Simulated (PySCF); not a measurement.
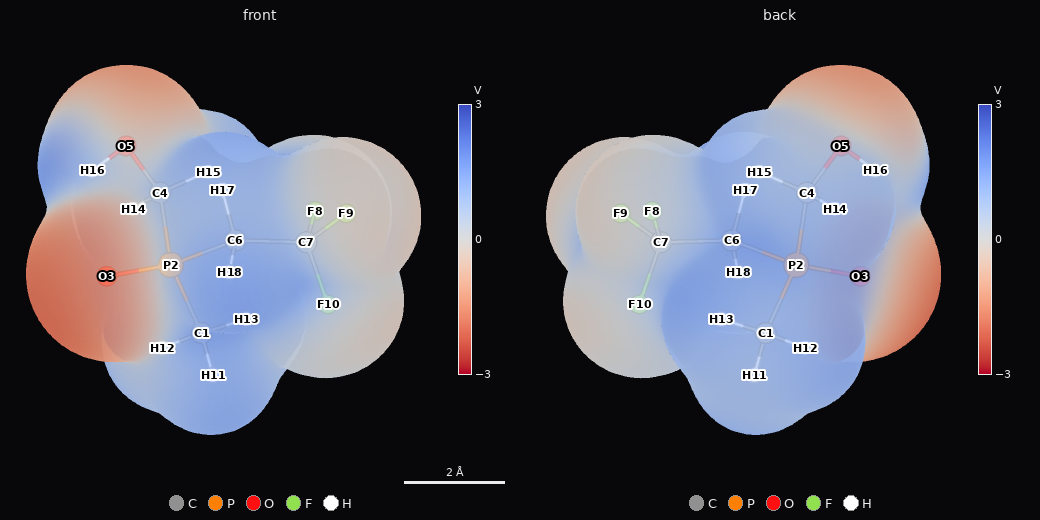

Figure 1: C4H8F3O2P. The molecular electrostatic potential painted on the density surface at 0.002 e/bohr³, seen from the front and from behind; red is negative and blue positive.

Geometry: PBE0-D3(BJ)/def2-SVP.

All numbers below come from wB97X-D/def2-SVPD, SCF density, gas phase in PySCF 2.14.0.

```xyz
18

C     0.4680   -1.8773    0.2101
P     0.5691   -0.2735   -0.6092
O     1.1500   -0.2673   -1.9953
C     1.5726    0.8606    0.4245
O     1.8016    1.9899   -0.3635
C    -1.1072    0.4771   -0.6370
C    -2.0014    0.2859    0.5536
F    -1.3701    0.5845    1.7022
F    -3.0863    1.0555    0.4861
F    -2.4185   -0.9825    0.6576
H    -0.2106   -2.5344   -0.3511
H     1.4747   -2.3199    0.2008
H     0.1105   -1.7796    1.2450
H     2.5031    0.3289    0.7142
H     1.0468    1.1532    1.3458
H     2.0078    1.6547   -1.2533
H    -0.9259    1.5525   -0.7882
H    -1.6120    0.0932   -1.5353
```

> Which sites attract a positive test charge, and which a negative one?

A positive charge is drawn to the negative regions and a negative charge to the positive ones. The most negative region (about −2.0 V, or −46 kcal/mol for a unit charge) lies over O3, the most positive (about +1.5 V, or +35 kcal/mol for a unit charge) over the C, H and P atoms. O3 is the likeliest acceptor of a hydrogen bond.

> How polar is the molecule by this calculation?

Its dipole moment is 2.58 D.
